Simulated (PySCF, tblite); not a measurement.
# C₆H₉N₂−: a rotation path, then NMR shifts on frames

How do NMR shifts of C₆H₉N₂− (`CCCc1c[n-]cn1`) change as the atoms move?

Computed with tblite 0.8.0 and PySCF 2.14.0, with density-fitted response routines of our own, on a single molecule in the gas phase. Atoms are numbered from 0 throughout.

**1. The molecule as given**

17 atoms, charge -1, multiplicity 1; geometry from: GFN2-xTB.

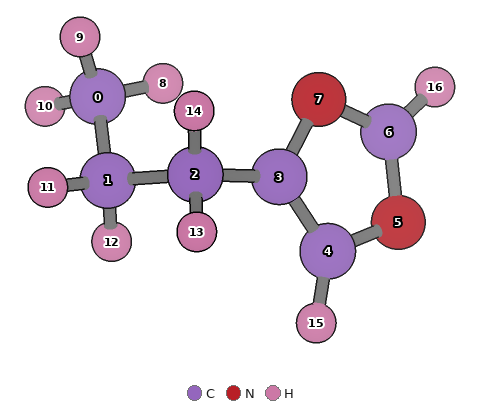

As it starts; carbon purple, nitrogen red, hydrogen pink, atoms numbered.

**2. The rotation path with GFN2-xTB**

The job: settings as JSON, then the geometry in Å.

```
{"job": {"kind": "neb", "xc": "GFN2-xTB", "basis": "xTB", "atoms": [4, 3, 2, 1], "turn": 120}, "charge": -1, "multiplicity": 1}
C     -1.867621     0.813998    -0.374569
C     -1.514794    -0.662153    -0.252593
C     -0.406905    -0.871714     0.790044
C      0.880911    -0.235141     0.368124
C      1.897429    -0.761368    -0.399757
N      2.870968     0.172712    -0.567360
C      2.390279     1.219175     0.104921
N      1.204614     1.052813     0.689985
H     -0.944419     1.385388    -0.440473
H     -2.411052     1.150008     0.507636
H     -2.479177     1.008558    -1.256401
H     -2.407206    -1.242960     0.017497
H     -1.155135    -1.030835    -1.217125
H     -0.252739    -1.948959     0.934010
H     -0.730582    -0.440520     1.742923
H      1.983649    -1.750585    -0.831245
H      2.934784     2.153612     0.174471
```

Method: GFN2-xTB climbing-image nudged elastic band, gas phase.

Command:

```console
$ OMP_NUM_THREADS=1 python probes_run.py task.json out
```

One launch serves the whole session: the jobs run in the order shown.

Standard output:

```text
image   E - E0 / eV
  0      -0.0000
  1       0.0079
  2       0.0165
  3       0.0289
  4       0.0443
  5       0.0646
  6       0.0875
  7       0.1038
  8       0.0983
```

Run time: 8.2 s. Hardware: 1 thread, shared host.

The final band, with the dihedral C4–C3–C2–C1:

| image | dihedral (°) | energy (eV) | energy (kcal/mol) |
| --- | --- | --- | --- |
| 0 | -88 | 0.000 | 0.0 |
| 1 | -73 | 0.008 | 0.2 |
| 2 | -58 | 0.016 | 0.4 |
| 3 | -44 | 0.029 | 0.7 |
| 4 | -29 | 0.044 | 1.0 |
| 5 | -14 | 0.065 | 1.5 |
| 6 | 0 | 0.087 | 2.0 |
| 7 | 13 | 0.104 | 2.4 |
| 8 | 34 | 0.098 | 2.3 |

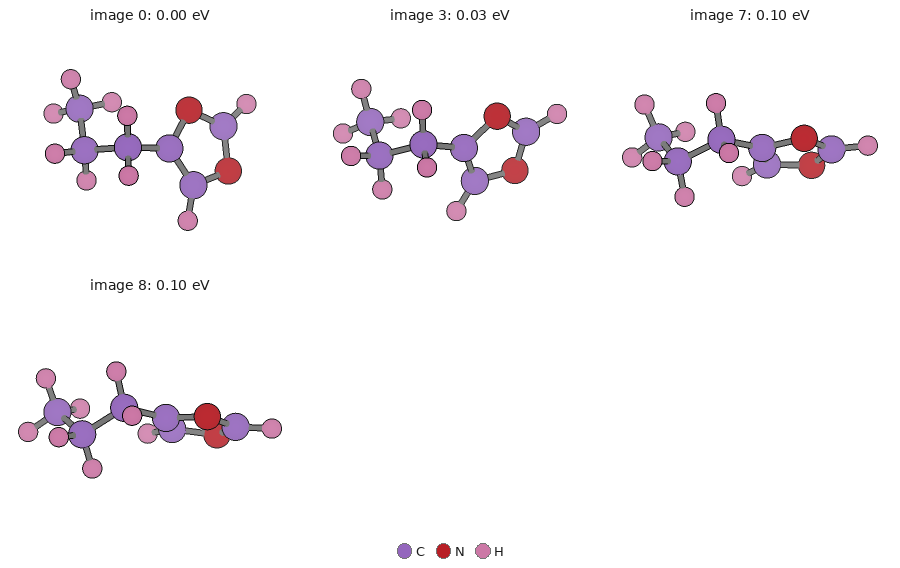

Images along the band.

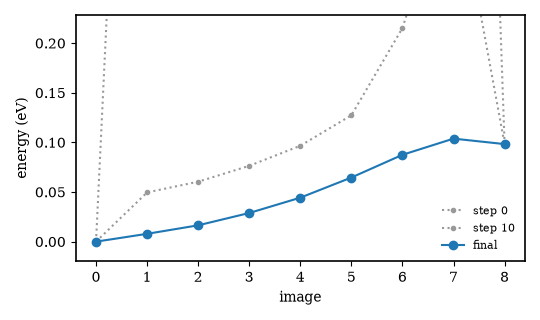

Energy along the band, early and final.

**3. Shielding tensors: image 0, PBE0/pcSseg-1**

The job: settings as JSON, then the geometry in Å.

```
{"job": {"kind": "nmr", "xc": "PBE0", "basis": "pcSseg-1", "pop": false}, "charge": -1, "multiplicity": 1}
C     -1.867600     0.814000    -0.374600
C     -1.514800    -0.662200    -0.252600
C     -0.406900    -0.871700     0.790000
C      0.880900    -0.235100     0.368100
C      1.897400    -0.761400    -0.399800
N      2.871000     0.172700    -0.567400
C      2.390300     1.219200     0.104900
N      1.204600     1.052800     0.690000
H     -0.944400     1.385400    -0.440500
H     -2.411100     1.150000     0.507600
H     -2.479200     1.008600    -1.256400
H     -2.407200    -1.243000     0.017500
H     -1.155100    -1.030800    -1.217100
H     -0.252700    -1.949000     0.934000
H     -0.730600    -0.440500     1.742900
H      1.983600    -1.750600    -0.831200
H      2.934800     2.153600     0.174500
```

Method: GIAO PBE0/pcSseg-1 NMR shielding, non-relativistic, gas phase.

Standard output:

```text
coarse grid: 14224 points
cycle   1  E = -343.0003452264  dE =  1.200e+00  |g| = 5.657e-01  |ddm| = 3.751e+00
cycle   2  E = -342.9774937035  dE =  2.285e-02  |g| = 7.032e-01  |ddm| = 1.821e+00
cycle   3  E = -343.0966952616  dE = -1.192e-01  |g| = 7.426e-02  |ddm| = 8.897e-01
cycle   4  E = -343.0974606539  dE = -7.654e-04  |g| = 4.551e-02  |ddm| = 9.066e-02
cycle   5  E = -343.0978751271  dE = -4.145e-04  |g| = 1.296e-02  |ddm| = 4.619e-02
cycle   6  E = -343.0979030320  dE = -2.790e-05  |g| = 6.656e-03  |ddm| = 1.680e-02
cycle   7  E = -343.0979127869  dE = -9.755e-06  |g| = 8.135e-04  |ddm| = 6.387e-03
final grid: 137584 points
cycle   8  E = -343.1437247932  dE = -4.479e-05  |g| = 8.502e-03  |ddm| = 3.565e-02
cycle   9  E = -343.1437177190  dE =  7.074e-06  |g| = 1.010e-02  |ddm| = 1.920e-02
cycle  10  E = -343.1437430074  dE = -2.529e-05  |g| = 1.495e-03  |ddm| = 1.052e-02
cycle  11  E = -343.1437435170  dE = -5.096e-07  |g| = 3.901e-04  |ddm| = 1.750e-03
cycle  12  E = -343.1437435464  dE = -2.947e-08  |g| = 1.571e-04  |ddm| = 4.342e-04
cycle  13  E = -343.1437435515  dE = -5.077e-09  |g| = 3.576e-05  |ddm| = 1.538e-04
cycle  14  E = -343.1437435518  dE = -2.656e-10  |g| = 1.326e-05  |ddm| = 4.781e-05
converged SCF energy = -343.1437435518

GIAO shielding tensors (ppm)
atom      isotropic    diamagn.    paramagn.     s11        s22        s33       span
  0 C      172.327     247.136     -74.809    159.495    173.546    183.939     24.444
  1 C      153.333     246.867     -93.534    137.961    152.333    169.706     31.745
  2 C      151.130     244.823     -93.692    144.581    148.869    159.941     15.360
  3 C       46.905     254.737    -207.832    -32.086     45.003    127.800    159.886
  4 C       63.033     254.040    -191.007    -18.050     82.593    124.558    142.609
  5 N      -27.830     341.457    -369.287   -205.023    -97.554    219.088    424.111
  6 C       41.026     254.116    -213.090    -39.556     65.335     97.300    136.856
  7 N      -28.963     328.413    -357.377   -185.400   -101.589    200.100    385.499
  8 H       28.822      30.404      -1.582     21.472     29.625     35.369     13.897
  9 H       31.367      30.555       0.812     28.085     28.471     37.545      9.460
 10 H       31.515      29.791       1.724     26.792     28.889     38.864     12.073
 11 H       30.319      30.929      -0.610     25.826     28.673     36.457     10.631
 12 H       30.639      32.097      -1.459     26.311     29.857     35.748      9.437
 13 H       28.955      31.287      -2.332     24.074     28.348     34.444     10.369
 14 H       29.458      31.229      -1.771     26.163     28.240     33.971      7.808
 15 H       25.085      34.252      -9.168     22.912     24.239     28.103      5.190
 16 H       24.802      31.263      -6.461     21.287     25.771     27.349      6.062
```

It took 80 s on 1 thread, shared host.

Shifts follow as δ = σ(reference) − σ, with reference shieldings (ppm) from runs at the same level and on the same kind of geometry: ¹H TMS 31.72, ¹³C TMS 186.9, ¹⁵N NH3 267.7. The references are single molecules in the gas phase, so shifts against H2O, NH3, PH3, H3PO4 or CFCl3 are not on the usual liquid scales and can be off by tens of ppm. Each atom is listed at this fixed geometry, with no averaging over motion; a spectrum would average atoms that exchange fast.

| atoms | environment | σ (ppm) | δ (ppm) |
| --- | --- | --- | --- |
| C6 | aromatic CH between two ring heteroatoms | 41.0 | 145.9 |
| C3 | substituted aromatic carbon next to a ring nitrogen | 46.9 | 140.0 |
| C4 | aromatic CH next to a ring nitrogen | 63.0 | 123.9 |
| C2 | sp3 CH2 on an aromatic ring | 151.1 | 35.8 |
| C1 | sp3 CH2 | 153.3 | 33.6 |
| C0 | methyl carbon | 172.3 | 14.6 |
| H16 | hydrogen on an aromatic CH between two ring heteroatoms | 24.80 | 6.91 |
| H15 | hydrogen on an aromatic CH next to a ring nitrogen | 25.08 | 6.63 |
| H8 | hydrogen on a methyl carbon | 28.82 | 2.89 |
| H13 | hydrogen on an sp3 CH2 on an aromatic ring | 28.96 | 2.76 |
| H14 | hydrogen on an sp3 CH2 on an aromatic ring | 29.46 | 2.26 |
| H11 | hydrogen on an sp3 CH2 | 30.32 | 1.40 |
| H12 | hydrogen on an sp3 CH2 | 30.64 | 1.08 |
| H9 | hydrogen on a methyl carbon | 31.37 | 0.35 |
| H10 | hydrogen on a methyl carbon | 31.52 | 0.20 |
| N7 | pyridine-type nitrogen of an azole | -29.0 | 296.7 |
| N5 | pyridine-type nitrogen of an azole | -27.8 | 295.6 |

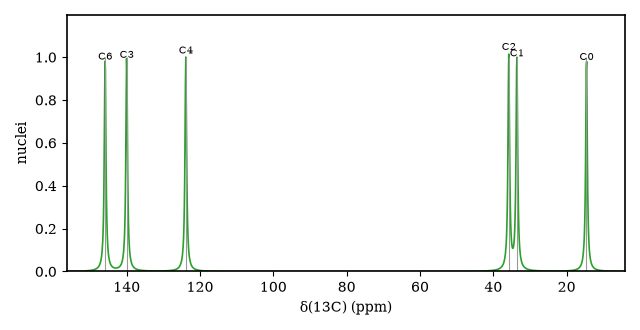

¹³C lines at the computed shifts, without couplings. Lines are broadened to a width of 0.53 ppm (Lorentzian).

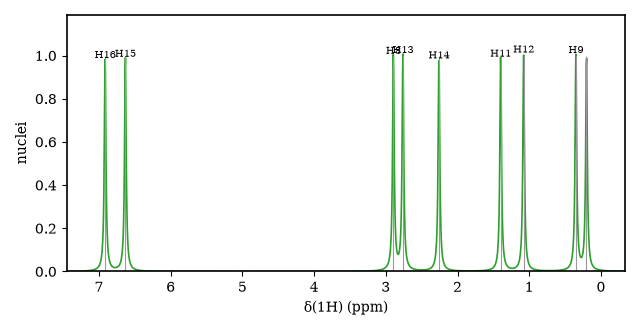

¹H lines at the computed shifts, without couplings. Lines are broadened to a width of 0.03 ppm (Lorentzian).

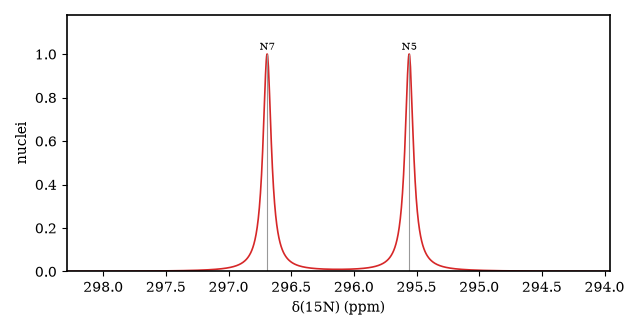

¹⁵N lines at the computed shifts, without couplings. Lines are broadened to a width of 0.08 ppm (Lorentzian).

Ring of atoms C3, C4, N5, C6, N7: NICS(0) -12.0, NICS(1) -11.9, NICS(1)zz -33.3 ppm (means of both faces).

Orbitals, density, ELF and potential are computed afterwards from the orbital file.

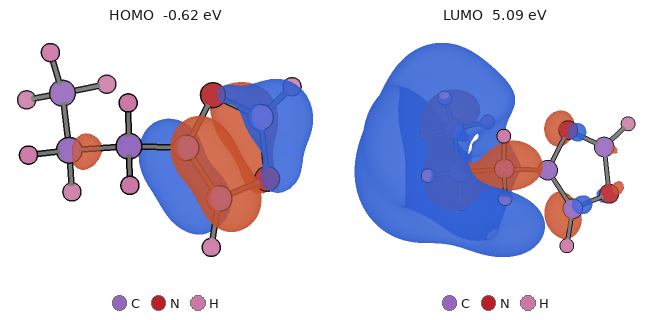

Frontier orbitals at PBE0/pcSseg-1; each surface holds 70 % of the orbital's density, blue and red mark the sign.

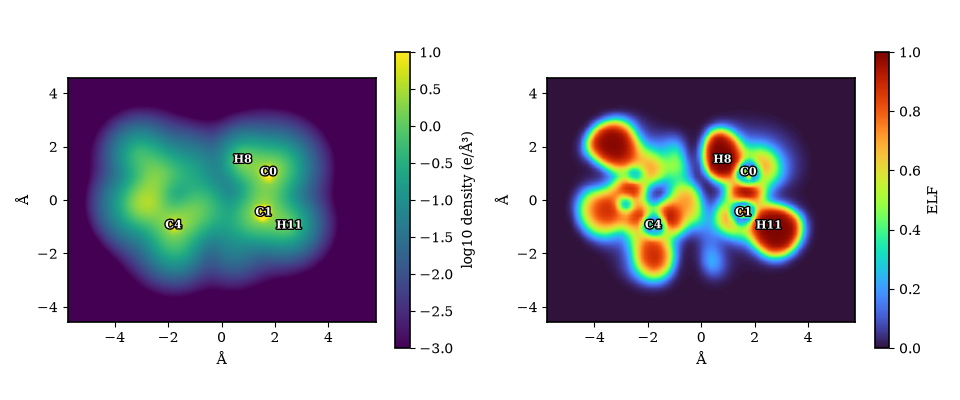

Density (left) and ELF (right) in a plane through or near 5 of the atoms.

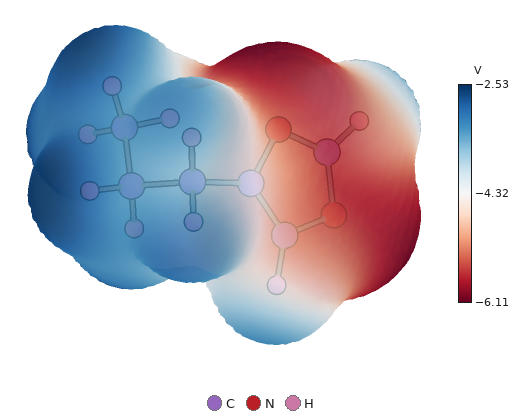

Electrostatic potential on the surface of density 0.002 e/bohr³; red is low, blue high. It runs, from the 1st to the 99th percentile, from -6.11 V near N5 to -2.53 V near H10.

(Part 1 of 2 ends here.)
